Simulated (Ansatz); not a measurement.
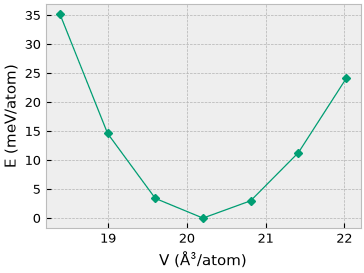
Figure. AgCl (rock salt, space group No. 225) under volume change, the program Ansatz at the PBEsol level (PAW), scaled uniformly.

Question: What does a third-order Birch–Murnaghan fit give for V₀, B₀ and B′?

Answer: V₀ = 20.21 Å³/atom, B₀ = 56.5 GPa, B′ = 5.3.

Space group Fm-3m (rock salt). The cell was relaxed with PBEsol under the symmetry of its start. No spin polarisation was allowed.

Potentials: the later of the program's two PAW sets.
